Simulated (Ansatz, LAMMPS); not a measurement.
# Amorphous trans-polyacetylene (as short chains C28H32) at 250 K (180 atoms): support functions against a reference, part 2 of 2

Wanted: errors and times of a linear-scaling basis for amorphous trans-polyacetylene (as short chains C28H32) at 250 K (180 atoms). A setting counts as converged where the r.m.s. difference of forces stays under 1 % of the r.m.s. force.

Ansatz 0.2.0; Kohn-Sham DFT, PBE+D3(BJ), PAW (set soft_2), plane waves.

The cell: 84 C and 96 H. The network of contacts between molecules at the start is that of the classical potential that made the cell. The density was typed from a rule of thumb and may lie off the real one at this temperature. Sampling is at Γ alone, for a cell whose shortest periodic width is 12 Å.

So far. Step 3 (Plane-wave single point): Mean Löwdin charges: C -0.14, H +0.18 e (they miss 1.2 % of the electrons, so they add up to more than the cell's charge). The largest share in the top eV of filled states is C p (97 % of the projected weight), and in the lowest eV of empty states C p (97 % of the projected weight).

## (4) Local order

These statistics describe the geometry on which the runs were made.

Density 1.08 g/cm³, 9.480 Å³ an atom.

Pair distribution functions g(r), in bins of 0.2 Å:

```
r (Å)  total   H-H   H-C   C-C
 1.00   2.65  0.00  5.30  0.00
 1.20   0.80  0.00  1.59  0.00
 1.40   1.73  0.00  0.00  7.95
 1.60   0.07  0.10  0.00  0.17
 1.80   0.22  0.78  0.00  0.00
 2.00   0.54  0.14  1.01  0.00
 2.20   1.36  0.86  2.23  0.00
 2.40   1.15  2.05  0.07  2.43
 2.60   1.02  1.20  1.31  0.12
 2.80   0.77  0.79  1.09  0.02
 3.00   0.82  1.32  0.80  0.19
 3.20   0.85  1.03  1.02  0.24
 3.40   0.82  0.90  0.89  0.57
 3.60   1.06  1.12  0.96  1.19
 3.80   1.06  0.86  0.99  1.49
 4.00   1.08  0.79  1.27  1.04
 4.20   1.08  0.98  1.12  1.13
 4.40   1.05  1.05  0.96  1.26
 4.60   1.10  1.18  1.02  1.21
 4.80   1.15  1.11  1.06  1.40
 5.00   1.11  1.00  1.21  1.04
 5.20   0.93  1.02  0.82  1.05
 5.40   0.93  0.92  0.92  0.96
 5.60   0.95  0.98  0.89  1.05
 5.80   0.95  0.89  0.98  0.97
```

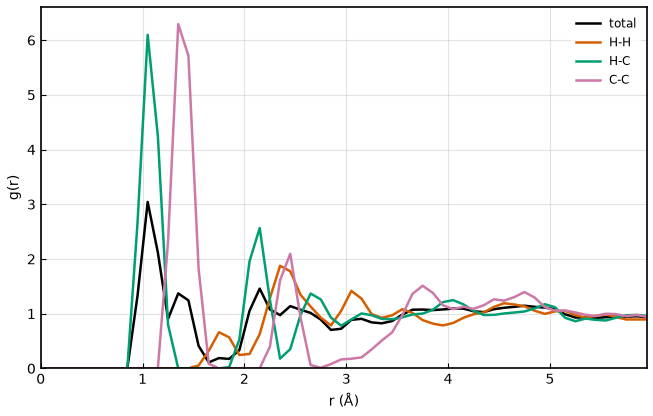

Pair distribution functions, lightly smoothed.

Bonds by pair of elements; cutoffs follow the first minimum of g(r), held within bounds set by covalent radii, and pairs that aren't listed don't count as bonded:

```
pair A-B  cutoff (Å)  bonds  mean length (Å)  spread (Å)  shortest (Å)  B about A  A about B
     H-C        1.34     96             1.08       0.025          1.04          1       1.14
     C-C        1.85     81             1.39        0.06          1.30       1.93       1.93
```

How many atoms have how many bonded neighbours:

```
element  mean   1   3  4
      C  3.07   0  78  6
      H     1  96   0  0
```

Bond angles, per cent of each kind in bins of 5°:

```
angle (°)  C-C-H  C-C-C  H-C-H
  100–105    1.1    0.0   16.7
  105–110    6.3    0.0   22.2
  110–115   23.0    1.3   55.6
  115–120   35.1   29.5    5.6
  120–125   26.4   50.0    0.0
  125–130    8.1   19.2    0.0
```

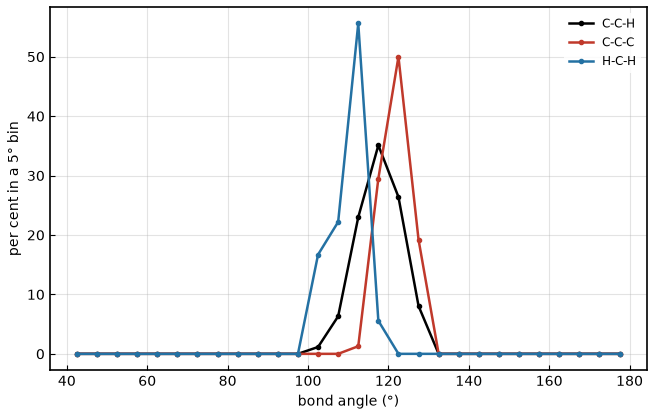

Distributions of the most common bond angles.

Bond angles (no mean is given where the spread exceeds 20°):

```
angle  count  mean (°)  spread (°)
C-C-H    174       118         5.2
C-C-C     78       122         3.4
H-C-H     18       109         3.8
```

Bond length by coordination (bonds to H left out):

```
element  coordination  atoms  mean bond length (Å)
      C             3     78                  1.39
      C             4      6                  1.49
```

Counting bonds as in the table, 93 % of C atoms have 3 and all H atoms have 1 bonded neighbour. The C-C-H angle averages 118° with a spread of 5°.

Local excerpt of 11 atoms (numbers count through the whole input) about C26, which bears the longest force; x, y, z are measured from there.

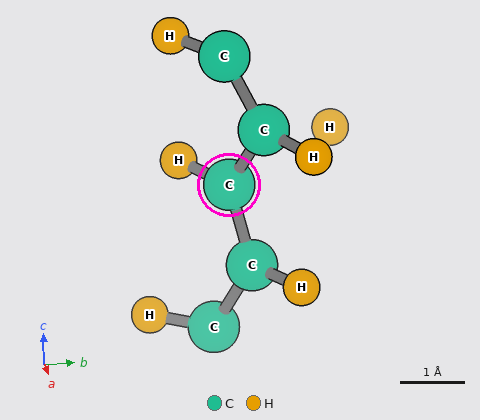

The atoms of the table, within 2.8 Å (arrows a, b, c point along x, y, z); some may hide others; the central atom is ringed.

```
atom      x      y      z  distance (Å)  bonds  Löwdin charge (e)     Fx     Fy  Fz (eV/Å)
 C26   0.00   0.00   0.00          0.00      3              -0.13  -2.64  -1.09      -2.44
 H56  -0.77  -0.72   0.25          1.08      1               0.17  -0.32  -0.40       0.26
 C27   0.08   0.33  -1.31          1.35      3              -0.09   2.08   1.07       0.40
 C25   0.72   0.50   1.04          1.36      3              -0.12   1.19   0.37       0.69
 H57   0.96   1.02  -1.49          2.05      1               0.16  -1.18  -0.58      -0.32
 H55   1.49   1.21   0.76          2.06      1               0.18   0.28   0.34       0.51
 C24   0.63  -0.09   2.25          2.33      3              -0.12   1.44   0.82       1.68
 C28  -0.66  -0.23  -2.46          2.56      4              -0.46   1.08   1.60       0.34
 H54  -0.08  -0.88   2.45          2.60      1               0.17  -0.64  -0.44      -0.32
 H33  -1.99   1.81   0.38          2.72      1               0.18   1.01   0.24      -0.79
 H58  -0.99  -1.21  -2.30          2.78      1               0.20  -0.68  -1.55       0.24
```

The column of bonds counts only the pairs H-C within 1.34 Å, C-C within 1.85 Å; other neighbours, such as metal atoms beside each other in a compound, aren't counted, and periodic images can show an atom twice.

## (5) Support functions medium

The cell is solved in localised support functions.

This step: Kohn-Sham DFT, PBE+D3(BJ), PAW (set soft_2), localised support functions (medium) (Ansatz 0.2.0).

The input, input.yaml:

```yaml
crystal:
  lattice:
    - [11.9497, 0.0, 0.0]
    - [0.0, 11.9497, 0.0]
    - [0.0, 0.0, 11.9497]
  atoms:
    [... the 180 atom lines of step 3 ...]
kpoints:
  mp_grid: { grid: [1, 1, 1] }
hamiltonian:
  xc: pbe
  dispersion: d3bj
scf:
  occupations: { method: gaussian, width: 0.05 }
  eigensolver: { kind: { support_functions: { accuracy: medium } } }
  max_iter: 150
output:
  forces: true
  eigenvalues: true
```

Run with:

```bash
> ansatz run input.yaml --threads 8 --pin off --max-ram 15872MiB --backend cpu --events-out ev --progress --plain --runs-dir out
```

Numbers of over 12 decimals in the logs are rounded to 6 here.

The program printed:

```text
Warning: scf.eigensolver.kind.support_functions: disabling space-group detection — the functions' gradient is summed over unrotated k-points, so no spatial operation reduces the k-mesh or symmetrises the density; time reversal is kept, so that k and −k are solved as one point where they differ and the mesh holds both, and exact exchange and, on two spinor components, a DFT+U term hold to it where the run has them: [...]
settings of this run that can trade accuracy for cost: scf.eigensolver.kind.support_functions [...]
[...]
Crystal: 180 atoms, lattice volume = 1706.361 Å³
Basis set: ecut = 420 eV, 33371 PW (Γ), exchange–correlation on 160×160×160 points (8 copies of the dense FFT grid, shifted against one another)
Bands: 260, of which v1, the nominal top of the filled ones, is band 216 counted from 1 (215 counted from 0)
Symmetry: 1 space group operations
k-points: 1
[...]
SCF iter   1: F=—  HF=-22653.952511 eV  |F-HF|=—  |Δ(HF+E_count)|=         —  Δρ=1.24e-1  dr2=3.12e2  ethr=1.00e-1
[...]
SCF iter  12: F=—  HF=-22604.292161 eV  |F-HF|=—  |Δ(HF+E_count)|=   9.11e-4  Δρ=1.06e-5  dr2=4.29e-6  ethr=3.67e-9  κ⁻¹=3.2e-5(r=7)
SCF iter  13: F=-22604.292163 eV  HF=-22604.292163 eV  |F-HF|=1.10e-7  |Δ(HF+E_count)|=   2.29e-6  Δρ=3.97e-6  dr2=5.93e-7  ethr=9.93e-10
SCF 1 converged in 13 iterations: F = -22604.302069 eV  dr2 = 5.93e-7
[...]
SCF converged after 13 iterations
Stability not checked: this state was not tested for a lower state beside it, because the mixer in use, unlike msr1, does not test its closes by its own steps (another_mixer; see scf.mixing.algorithm and scf.lower_state_search)
Free energy (F): -22604.302069 eV
[...]
Internal energy: -22604.302069 eV  (E = F + TS)
E sigma→0 (E₀):  -22604.302069 eV
Fermi energy:    1.891538 eV
[...]
Σ components = -22604.302069   (vs F -22604.302069, Δ=0.00e0)
--- Forces (eV/Å), atoms counted from 1 ---
  atom   1  C      0.12536488    -0.92232323    -2.15751991
  atom   2  C      0.54225999     0.24607602     1.47381238
  atom   3  C     -1.02797236     0.51665573    -0.76016717
  atom   4  C      0.79574342    -0.84390263     3.32224213
[...]
atom 180  H     -0.16125494     0.08917094    -0.58078155
  max |Σ_I F_I| component: 2.11e-2 eV/Å
--- Band table (eV) ---
[...]
```

Wall time 31 s (8 threads of Arm Neoverse V2, shared host); peak memory 2.8 GiB.

The program notes that the band table was not solved further than the SCF left it and it switched symmetry off.

Keys that differ from the reference: support_functions.accuracy = "medium" and scf.max_iter = 150.

Forces differ from the reference by 4.9 meV/Å r.m.s., 0.51 % of their size, within a tolerance of 1 %; the energy by -3.4 meV/atom. It took 31 s and 13 cycles; the reference's time can't be set against it, since the two runs asked for unlike analyses.

## (6) All settings compared

Each row is set against the plane-wave reference (Kohn-Sham DFT, PBE+D3(BJ), PAW (set soft_2), plane waves; r.m.s. force component 0.957 eV/Å). Energies are set beside the reference only for runs with its functional, potentials and electron count. Times are for 8 threads of Arm Neoverse V2, shared host. The reference's time includes the DOS, the stress and grids, which some other runs skip.

```
                     run  Δ force, r.m.s. (meV/Å)  share of r.m.s. force (%)  Δ energy (meV/atom)  Δ gap (eV)  cycles  time  host memory (GiB)
               reference                        -                          -                    -           -      10  13 s                2.1
support functions medium                     4.89                      0.511                -3.41     -3.0e-4      13  31 s                2.8
```

## (7) Outcome

| Quantity | Value |
| --- | --- |
| free energy per atom | -125.5760 eV/atom |
| pressure | 5.2 GPa |
| r.m.s. force component | 0.9569 eV/Å |
| gap (highest filled to lowest empty level) | 1.151 eV |
| wall time of the 2 DFT runs | 44 s |

Against plane waves at 420 eV, the forces differ by 4.9 meV/Å (0.51 %) with support functions medium. At 180 atoms the run with support functions medium takes roughly 2.4 times the time of plane waves (whose run also made extra analyses, so the like-for-like ratio is larger), in 13 SCF cycles against 10. Differences between support functions and plane waves include what basis error the plane-wave run still has.

The highest filled and lowest empty levels differ by 1.15 eV (at Γ alone); a semilocal functional tends to put such gaps too low. It is the spacing of short capped chains, not of the long polymer. In a disordered cell it changes from sample to sample, and tail or defect levels can set it. Counting bonds as in the table, 93 % of C atoms have 3 and all H atoms have 1 bonded neighbour.

**Limits.** The force components of 0.96 eV/Å r.m.s. come partly from thermal motion and partly from the difference between the classical potential and DFT, above all in bond lengths inside molecules. The stress is far from hydrostatic: its diagonal is 3.2, 2.1, 10.3 GPa, compression counted positive. The pressure of 5.2 GPa is that of one thermal frame, in which the classical model's bond lengths enter as well as the volume, without the kinetic term and with the strain of bonds inside molecules.

[Logs are printed without paths, hosts, clocks, repeated set-up lines and the standing remarks that a program may print on its own settings, such as how far it seeks lower states.]

[Hosts, paths, dates, database ids (printed as entryN), source tags and the programs' standing remarks are cut or masked in the printed files.]
